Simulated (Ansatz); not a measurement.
```xyz
5

C    -0.7498   -2.7700   -1.1660
F    -2.0900   -3.0655   -1.2752
In    0.7826   -4.0737   -3.0208
O    -0.1846   -2.0873   -2.0641
H    -0.4301   -2.8319   -0.1033
```

Geometry: BLYP-D3(BJ)/def2-SVP; core potentials replace the inner electrons of In.

These are results of isolated molecule in a Gaussian basis; Kohn-Sham density functional theory, functional PBE0 in Ansatz, not measurements.

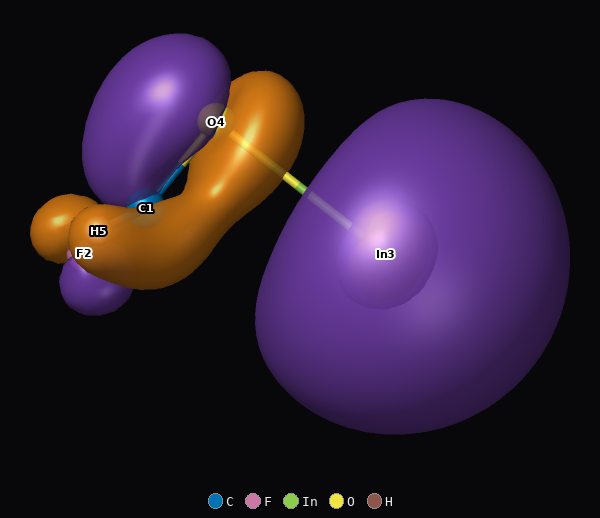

CHFInO (SMILES F[CH][O][In]) (doublet). The HOMO−1 (α) at ±0.08 Å⁻³ᐟ² (orange and purple are the two phases), seen from one side.

Where does this orbital lie, and at what energy?

By Hirshfeld shares it lies mainly on In3 (about 75 %) and O4 (about 15 %). Its energy is −8.45 eV.
